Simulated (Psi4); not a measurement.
# H2O2 (hydrogen peroxide): levels of theory compared

Aim: a comparison of 5 runs (BLYP/def2-TZVPP, M06-2X/def2-TZVPP, M06-L/def2-TZVPP, PBE/def2-TZVPP, PBE0/def2-TZVPP) of H2O2 (hydrogen peroxide). 

The results are computed with Psi4 1.11.

### Step 1. Starting point

The species is H2O2 (4 atoms), meant as a singlet with charge 0. As SMILES, `OO`. The O1–H3 distance was set to 1.737 Å, away from the relaxed value. At this shape a bond of the SMILES string is far longer than usual.

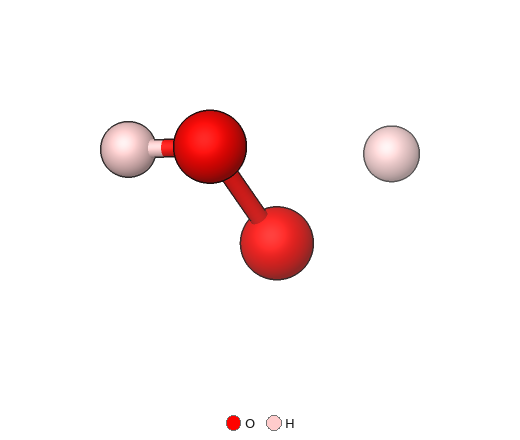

The structure, seen from a chosen angle (oxygen red, hydrogen pink).

### Step 2. Energy and forces at BLYP/def2-TZVPP (run 1)

calc.in

```
memory 1600 mb

molecule m {
  O     -1.025388    -0.152357    -0.318858
  O     -0.490288     1.157143    -0.142558
  H      0.186400    -1.117000     0.467400
  H     -0.286488     1.398543    -1.054358
  symmetry c1
  no_reorient
  no_com
}

set {
  reference rks
  puream true
  e_convergence 1e-09
  d_convergence 1e-08
  scf_type pk
  dft_radial_points 99
  dft_spherical_points 590
}

e, wfn = gradient("blyp/def2-TZVPP", return_wfn=True)
oeprop(wfn, "MULLIKEN_CHARGES", "WIBERG_LOWDIN_INDICES", "MAYER_INDICES", title="BLYP")
print_variables()
```

Started as:

```
$ psi4 -i calc.in -o calc.out -n 1
```

calc.out:

```text
[...]
  Running in c1 symmetry.
[...]
  Nuclear repulsion =   34.752696478927760
[...]
  Multiplicity = 1
[...]
  Nalpha       = 9
  Nbeta        = 9
[...]
    Number of basis functions: 90
[...]
   @RKS iter   1:  -151.22098336988859   -1.86468e-01   8.41376e-03 ADIIS/DIIS
[...]
   @RKS iter  12:  -151.49220923980687   -1.58025e-11   9.30208e-09 DIIS
[...]
  @RKS Final Energy:  -151.49220923980687
   => Energetics <=
    Nuclear Repulsion Energy =             34.7526964789277599
    One-Electron Energy =                -277.2851824905037574
    Two-Electron Energy =                 108.6993428982068508
    DFT Exchange-Correlation Energy =     -17.6590661264377324
    Empirical Dispersion Energy =           0.0000000000000000
    VV10 Nonlocal Energy =                  0.0000000000000000
    Total Energy =                       -151.4922092398068685
[...]
  -Total Gradient:
     Atom            X                  Y                   Z
    ------   -----------------  -----------------  -----------------
       1       -0.053505898033     0.029702372044    -0.037127657536
       2        0.014659871378     0.002091895741    -0.007268268208
       3        0.045995724321    -0.029372171208     0.031914383183
       4       -0.007150611277    -0.002422799641     0.012482772993
[...]
  Mulliken Charges: (a.u.)
   Center  Symbol    Alpha    Beta     Spin     Total
       1     O     4.11309  4.11309  0.00000 -0.22617
       2     O     4.06147  4.06147  0.00000 -0.12294
       3     H     0.42891  0.42891  0.00000  0.14218
       4     H     0.39653  0.39653  0.00000  0.20693
   Total alpha =  9.00000, Total beta =  9.00000, Total charge = -0.00000
  Mayer Bond Indices:
[...]
```

It took 13 s on 1 thread of AMD EPYC 7B13 (Zen 3), shared host; peak memory 0.85 GiB.

### Step 3. The energy at M06-2X/def2-TZVPP (run 2)

h2o2.dat

```
memory 1600 mb

molecule {
  O     -1.025388    -0.152357    -0.318858
  O     -0.490288     1.157143    -0.142558
  H      0.186400    -1.117000     0.467400
  H     -0.286488     1.398543    -1.054358
  symmetry c1
}

set basis def2-TZVPP
set reference rks
set puream true
set e_convergence 1e-09
set d_convergence 1e-08
set scf_type pk
set dft_radial_points 99
set dft_spherical_points 590

e_tot, wfn = energy('m06-2x', return_wfn=True)
oeprop(wfn, 'QUADRUPOLE', 'MAYER_INDICES', 'DIPOLE')
```

Started as:

```
$ psi4 h2o2.dat h2o2.out -n 1
```

h2o2.out:

```text
[...]
  Running in c1 symmetry.
[...]
  Nuclear repulsion =   34.752696478927760
[...]
  Multiplicity = 1
[...]
  Nalpha       = 9
  Nbeta        = 9
[...]
    Number of basis functions: 90
[...]
   @RKS iter   1:  -151.26340622578726   -5.58257e-01   5.56440e-03 ADIIS/DIIS
[...]
   @RKS iter  13:  -151.41121636554152   -2.69722e-11   7.60655e-09 DIIS
[...]
  @RKS Final Energy:  -151.41121636554152
   => Energetics <=
    Nuclear Repulsion Energy =             34.7526964789277599
    One-Electron Energy =                -277.3426369978074035
    Two-Electron Energy =                  99.6662260118419852
    DFT Exchange-Correlation Energy =      -8.4875018585038529
    Empirical Dispersion Energy =           0.0000000000000000
    VV10 Nonlocal Energy =                  0.0000000000000000
    Total Energy =                       -151.4112163655415202
[...]
 Multipole Moments:
 ------------------------------------------------------------------------------------
     Multipole            Electronic (a.u.)      Nuclear  (a.u.)        Total (a.u.)
 ------------------------------------------------------------------------------------
 L = 1.  Multiply by 2.5417464519 to convert [e a0] to [Debye]
 Dipole X            :         -0.5686331            1.2480062            0.6793731
 Dipole Y            :          0.4965239           -0.6376232           -0.1410993
 Dipole Z            :         -0.1809208           -0.1106799           -0.2916007
 Magnitude           :                                                    0.7526538
 L = 2.  Multiply by 1.3450342976 to convert [e a0^2] to [Debye ang]
 Quadrupole XX       :        -16.3477766            7.7563086           -8.5914680
 Quadrupole XY       :         -7.3713217            6.2160116           -1.1553101
[...]
```

Wall time 23 s (1 thread of AMD EPYC 7B13 (Zen 3), shared host); peak memory 0.97 GiB.

### Step 4. Energy and forces at M06-L/def2-TZVPP (run 3)

run.py

```python
import psi4

psi4.set_memory(1600000000)
psi4.set_num_threads(1)
psi4.set_output_file('output.dat', False)

m = psi4.geometry("""
0 1
O     -1.025388    -0.152357    -0.318858
O     -0.490288     1.157143    -0.142558
H      0.186400    -1.117000     0.467400
H     -0.286488     1.398543    -1.054358
symmetry c1
no_reorient
no_com
""")

options = {'basis': 'def2-TZVPP', 'puream': True, 'e_convergence': 1e-09, 'd_convergence': 1e-08, 'scf_type': 'pk', 'dft_radial_points': 99, 'dft_spherical_points': 590}
psi4.set_options(options)

result, w = psi4.gradient('M06-L', molecule=m, return_wfn=True)
print('gradient / Eh bohr^-1')
print(result.np.round(6))
print(f'energy = {w.energy():.10f} Eh')
```

Started as:

```
$ python run.py
```

output.dat:

```text
[...]
  Running in c1 symmetry.
[...]
  Nuclear repulsion =   34.752696478927760
[...]
  Multiplicity = 1
[...]
  Nalpha       = 9
  Nbeta        = 9
[...]
    Number of basis functions: 90
[...]
   @RKS iter   1:  -151.24781014797412   -3.16969e-01   7.29211e-03 ADIIS/DIIS
[...]
   @RKS iter  12:  -151.46362575433869   -2.37605e-11   8.65834e-09 DIIS
[...]
    Orbital Energies [Eh]
    ---------------------
    Doubly Occupied:
       1A    -19.055885     2A    -19.044110     3A     -1.088323
       4A     -0.828028     5A     -0.488530     6A     -0.416857
       7A     -0.385722     8A     -0.271258     9A     -0.238839
[...]
  @RKS Final Energy:  -151.46362575433869
   => Energetics <=
    Nuclear Repulsion Energy =             34.7526964789277599
    One-Electron Energy =                -277.3629315367622894
    Two-Electron Energy =                 108.7932256943259404
    DFT Exchange-Correlation Energy =     -17.6466163908301006
    Empirical Dispersion Energy =           0.0000000000000000
    VV10 Nonlocal Energy =                  0.0000000000000000
    Total Energy =                       -151.4636257543386932
[...]
  -Total Gradient:
     Atom            X                  Y                   Z
    ------   -----------------  -----------------  -----------------
       1       -0.065535957158     0.012842950580    -0.041738466011
       2        0.019755083839     0.018768523135     0.006229944118
       3        0.050089322955    -0.033422735528     0.034797784835
       4       -0.004303179163     0.001804871116     0.000715613198
[...]
```

The script printed:

```text
gradient / Eh bohr^-1
[[-0.065536  0.012843 -0.041738]
 [ 0.019755  0.018769  0.00623 ]
 [ 0.050089 -0.033423  0.034798]
 [-0.004303  0.001805  0.000716]]
energy = -151.4636257543 Eh
```

Wall time 27 s (1 thread of AMD EPYC 7B13 (Zen 3), shared host); peak memory 0.97 GiB.

Run 4 isn't shown in full; the table further down has it.

### Step 5. The energy at PBE0/def2-TZVPP (run 5)

input.json

```json
{
  "schema_name": "qcschema_input",
  "schema_version": 1,
  "molecule": {
    "schema_name": "qcschema_molecule",
    "schema_version": 2,
    "symbols": ["O", "O", "H", "H"],
    "geometry": [-1.93770249, -0.287913, -0.60255429, -0.92651004, 2.18668336, -0.26939558, 0.35224495, -2.11082408, 0.88325799, -0.54138386, 2.64286324, -1.99244786],
    "molecular_charge": 0,
    "molecular_multiplicity": 1,
    "fix_symmetry": "c1",
    "fix_com": true,
    "fix_orientation": true
  },
  "driver": "energy",
  "model": {
    "method": "pbe0",
    "basis": "def2-TZVPP"
  },
  "keywords": {
    "puream": true,
    "e_convergence": 1e-09,
    "d_convergence": 1e-08,
    "scf_type": "pk",
    "dft_radial_points": 99,
    "dft_spherical_points": 590,
    "scf_properties": ["WIBERG_LOWDIN_INDICES", "LOWDIN_CHARGES", "QUADRUPOLE"]
  }
}
```

Started as:

```
$ psi4 --qcschema input.json -n 1 --memory 1600MB
```

stdout:

```text
[...]
  Running in c1 symmetry.
[...]
  Nuclear repulsion =   34.752696510179867
[...]
  Multiplicity = 1
[...]
  Nalpha       = 9
  Nbeta        = 9
[...]
    Number of basis functions: 90
[...]
   @RKS iter   1:  -151.13406824682599   -4.02177e-01   6.60805e-03 DIIS/ADIIS
[...]
   @RKS iter  12:  -151.32270260909473   -8.23661e-11   8.87878e-09 DIIS
[...]
  @RKS Final Energy:  -151.32270260909473
   => Energetics <=
    Nuclear Repulsion Energy =             34.7526965101798666
    One-Electron Energy =                -277.3504878633209501
    Two-Electron Energy =                 104.5539236846047686
    DFT Exchange-Correlation Energy =     -13.2788349405583919
    Empirical Dispersion Energy =           0.0000000000000000
    VV10 Nonlocal Energy =                  0.0000000000000000
    Total Energy =                       -151.3227026090947049
[...]
 Multipole Moments:
 ------------------------------------------------------------------------------------
     Multipole            Electronic (a.u.)      Nuclear  (a.u.)        Total (a.u.)
 ------------------------------------------------------------------------------------
 L = 1.  Multiply by 2.5417464519 to convert [e a0] to [Debye]
 Dipole X            :         23.7196811          -23.1028392            0.6168419
 Dipole Y            :        -15.7611269           15.7222020           -0.0389249
 Dipole Z            :          7.7547858           -8.0847888           -0.3300031
 Magnitude           :                                                    0.7006505
 L = 2.  Multiply by 1.3450342976 to convert [e a0^2] to [Debye ang]
 Quadrupole XX       :        -47.6095111           37.3220673          -10.2874437
 Quadrupole XY       :         13.6225180          -13.9190854           -0.2965674
[...]
```

The result, in JSON:

```text
{
 "driver": "energy",
 "model": {
  "method": "pbe0",
  "basis": "def2-TZVPP"
 },
 "success": true,
 "return_result": -151.32270260909473,
 "properties": {
  "calcinfo_nbasis": 90,
  "calcinfo_nmo": 90,
  "calcinfo_nalpha": 9,
  "calcinfo_nbeta": 9,
  "calcinfo_natom": 4,
  "nuclear_repulsion_energy": 34.75269651017987,
  "return_energy": -151.32270260909473,
  "scf_one_electron_energy": -277.35048786332095,
  "scf_two_electron_energy": 104.55392368460477,
  "scf_xc_energy": -13.278834940558392,
  "scf_dipole_moment": [0.6168419401411569, -0.03892486783820104, -0.33000306258390655],
  "scf_total_energy": -151.32270260909473,
  "scf_iterations": 12
 }
}
```

Wall time 11 s (1 thread of AMD EPYC 7B13 (Zen 3), shared host); peak memory 0.85 GiB.

### Step 6. The series

```csv
run,level,task,energy (Eh),dipole moment (D),HOMO energy (eV),LUMO energy (eV),wall time
1,BLYP/def2-TZVPP,gradient,-151.492209,1.69,-6.24,-4.43,13 s
2,M06-2X/def2-TZVPP,energy,-151.411216,1.91,-9.43,-2.63,23 s
3,M06-L/def2-TZVPP,gradient,-151.463626,1.67,-6.50,-4.30,27 s
4,PBE/def2-TZVPP,energy,-151.352352,1.69,-6.24,-4.42,10 s
5,PBE0/def2-TZVPP,energy,-151.322703,1.78,-7.90,-3.56,11 s
```

### Step 7. What came out

| quantity | value |
| --- | --- |
| run 5: total energy | -151.32270 Eh |
| run 5: dipole moment | 1.78 D |
| run 5: HOMO energy | -7.90 eV |
| run 5: LUMO energy | -3.56 eV |
| run 5: HOMO–LUMO gap | 4.34 eV |

In words: The dipole moment (its size) runs from 1.67 D (M06-L/def2-TZVPP) to 1.91 D (M06-2X/def2-TZVPP). The HOMO–LUMO gap runs from 1.81 eV (BLYP/def2-TZVPP) to 6.80 eV (M06-2X/def2-TZVPP). Totals of different functionals can't be ranked against each other. In runs 1, 2, 3, 4, 5 a closed-shell determinant meets a far-stretched bond, which it describes badly. All runs together took 84 s, the longest 27 s.
